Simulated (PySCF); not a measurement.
System: Cl$_{2}$Si···HF···HF (SMILES Cl[Si]Cl.F.F).

```yaml
atoms:
  - { symbol: Cl, position_ang: [-1.4929, 0.0533, 1.0859] }
  - { symbol: Si, position_ang: [0.7169, 0.1943, 0.9561] }
  - { symbol: Cl, position_ang: [0.9103, -0.3359, -1.0851] }
  - { symbol: F, position_ang: [-1.6665, 2.3544, -0.6687] }
  - { symbol: H, position_ang: [-1.9018, 1.5401, -0.2298] }
  - { symbol: F, position_ang: [0.5177, 2.2670, 0.4088] }
  - { symbol: H, position_ang: [-0.2930, 2.4483, -0.0920] }
```

Geometry: PBE0-D3(BJ)/def2-SVPD.

These are results of wB97M-D3(BJ)/def2-TZVPD, SCF density, gas phase in PySCF 2.14.0, not measurements.

> What can the converged electron density and electron localisation function tell about the bonding?

Si–Cl (2.12 Å): ρ at the midpoint is about 0.81 e/Å³; the ELF peaks at about 0.85 between the atoms, as expected for a polar covalent bond.
Si–Cl (2.22 Å): ρ at the midpoint is about 0.67 e/Å³, with its minimum of 0.52 e/Å³ about 0.8 Å from Si; the ELF peaks at about 0.85 between the atoms (a polar covalent bond).

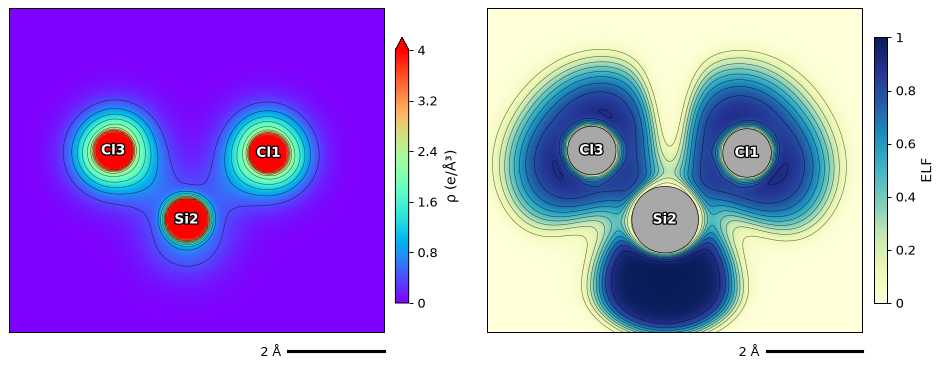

Computed electron density and electron localisation function on the plane of atoms Cl1, Si2 and Cl3, in this order. Grey discs cover the atomic cores in the ELF map. 
